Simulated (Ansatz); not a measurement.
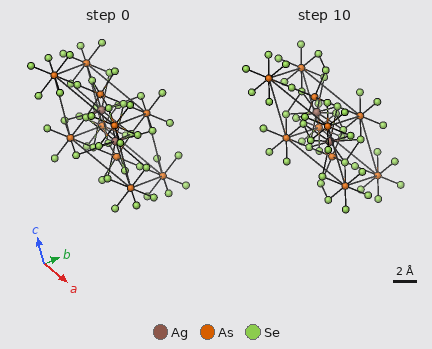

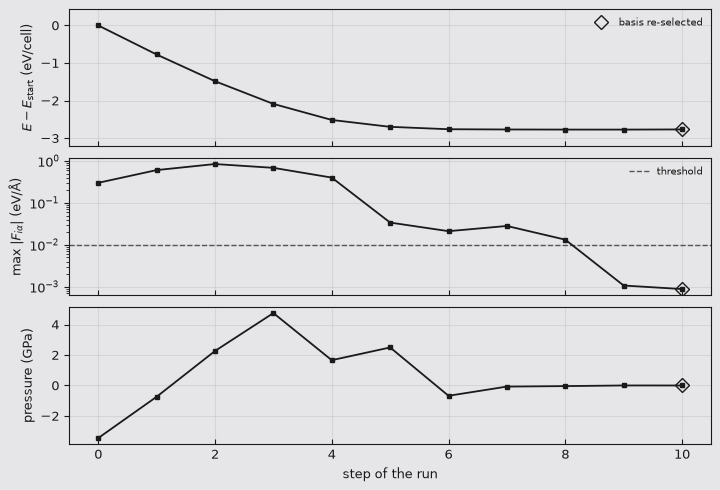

First and last geometry of a relaxation of solid AgAsSe3 (built on the SrTiO3-140 type type), with the history of the run. A ball-and-stick model of the cell of the calculation, seen slightly off an axis.

Method: DFT, PBEsol, plane waves, PAW in Ansatz 0.2.0. (plane-wave cutoff 420 eV; k-point mesh 4 × 4 × 4; occupations fermi dirac; smearing width 0.03 eV; no spin polarisation; cell and atoms relaxed; force threshold 0.01 eV/Å; at most 120 steps)

Read the history and describe the run.

Answer. It converged. Over 9 accepted moves (10 points after the start) the energy falls by 2.766 eV per cell of the calculation. The largest force component goes from 0.3 to 0.00088 eV/Å. The pressure goes from −3.45 to 0.00 GPa. The SCF was repeated once at an unchanged geometry on a basis and grid sized afresh for the cell, which shifted the energy by 4.4 meV per cell of the calculation at most. The largest moves relative to the cell, 0.84 Å, are those of Se atoms. Ag and As stay in place. The drawn cell changes as follows: a = b = c 7.184 → 6.923 Å (−3.6 %), α 120.2° → 121.9°, β 120.2° → 121.9°, γ 89.7° → 86.7°; the volume changes by −13.1 %. Among the contacts that change: Se–Se 4.643 → 2.668 Å, Ag–Se 3.445 → 2.848 Å, Ag–Se 3.745 → 4.245 Å, Ag–Se 3.584 → 3.361 Å. Bond angles that change, for instance: As–Se–As 170.4° → 132.6°. The space group stays I4/mcm (No. 140).
